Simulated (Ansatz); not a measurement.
**PmBi: density, localisation and related maps**

```
Pm Bi
1.0
     7.24122    0.00000    0.00000
     0.00000    0.00000   -7.24122
     0.00000    7.24122    0.00000
Pm Bi
4 4
Direct
  0.50000 0.50000 0.00000
  0.00000 0.50000 0.50000
  0.00000 0.00000 0.00000
  0.50000 0.00000 0.50000
  0.25000 0.75000 0.25000
  0.75000 0.75000 0.75000
  0.75000 0.25000 0.25000
  0.25000 0.25000 0.75000
```

Space group F-43m; started from the zincblende prototype, which need not be the ambient phase; the SCF solution may not be the lowest one; Hubbard U of 6 eV on Pm f only; spin-polarised.

These are results of Ansatz, DFT PBE+U, scalar-relativistic, plane waves, PAW, not measurements.

In a PAW calculation such maps are meaningful between the atoms, not at the nuclei.

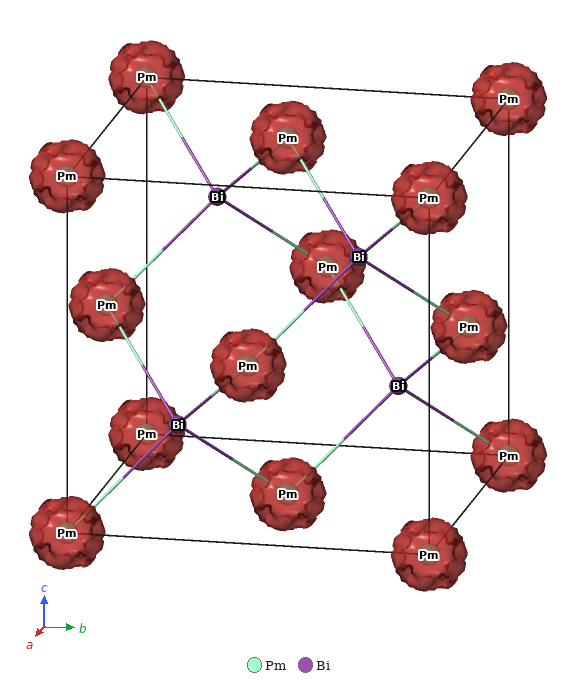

Figure 1. Isosurface of the spin density (up minus down) at +0.6 e/Å³ (red), seen slightly off an axis. Sticks mark near contacts.

**Where is the spin, and how is it ordered?**

The spin density sits on Pm: +4.0 μB (×4) in one cell of 8 atoms, with smaller moments on other sites: Bi (up to −0.05 μB): parallel main moments, as they must be, since the calculation's own cell holds one magnetic site. The cell of the calculation (2 atoms) carries 4.0 μB of net spin moment.

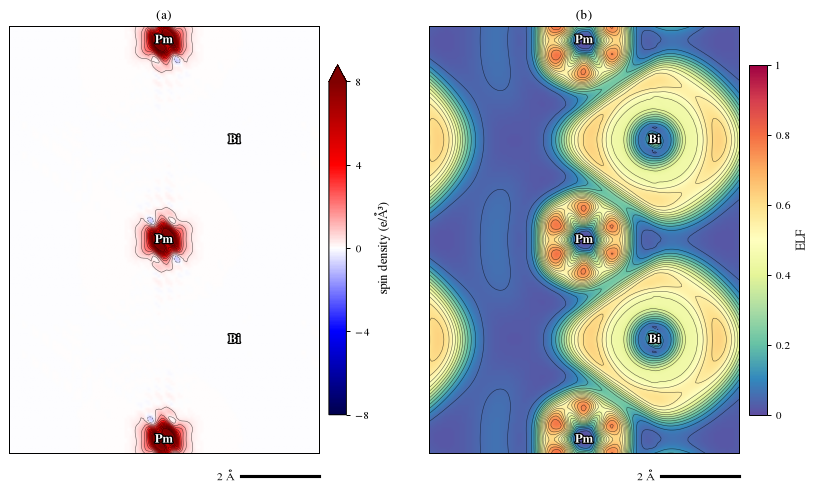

Figure 2. (a) magnetisation density (up minus down); (b) electron localisation function on the (011) plane of the conventional cell.

**What do the fields say about this system?**

- The plane passes through Pm and Bi nuclei.
- Pm–Bi (3.14 Å): the ELF peaks at about 0.55 in the valence shell of Bi, 1.4 Å from its nucleus, and drops to about 0.20 between the two atoms (no localised pair shows between them).
- The features right at Pm lie inside the PAW spheres, where the map follows smoothed inner orbitals and isn't to be read closely.

**Which way does charge flow, and how much by Bader's partition?**

Electrons move from Pm towards Bi. Bader charges: Pm +1.46 and Bi −1.46 e.
